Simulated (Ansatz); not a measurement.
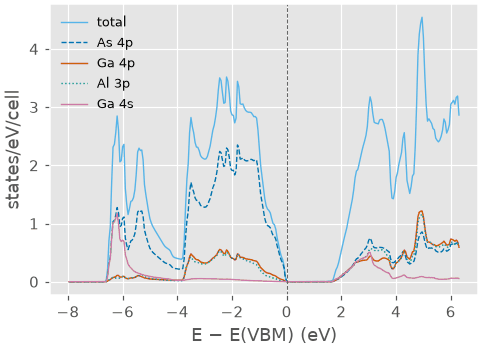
*Total and projected density of states of AlGaAs₂ in space group R3m (No. 160; Al on 3a, Ga on 3a, As on 3a, As on 3a), DFT-r²SCAN in the program Ansatz with PAW potentials*

Problem. Which orbitals carry the states next to the gap?

Solution. Top 1 eV of the valence band: As 4p 78 %, Ga 4p 12 %, Al 3p 7 %. Bottom 1 eV of the conduction band: Ga 4s 19 %, Al 3p 19 %, Ga 4p 19 %, As 4p 17 %, As 4s 15 %, outside the projected shells 9 %. Projections are on Löwdin-orthogonalised atomic valence shells; empty p or d shells of many metals are not among them.

Problem. Where is the tallest occupied peak in this window, and what makes it?

Solution. Near -2.2 eV, about 3.5 states/eV per cell; the largest projected share is As 4p.

The workflow started from a Materials Project entry (that database holds measured and hypothetical structures alike); the Crystallography Open Database copy checked does not list it. With Al and Ga taken as one species the cell has the higher symmetry F-43m, so it may be an ordered model of a mixed-site phase. Whether it is the stable phase at ambient conditions was not checked. The cell was relaxed with r²SCAN under the symmetry of its start; whether a distortion lowers the energy is not shown. Scalar-relativistic: spin–orbit coupling is off unless named, which matters more the heavier the elements.

Potentials: the later of the program's two PAW sets.
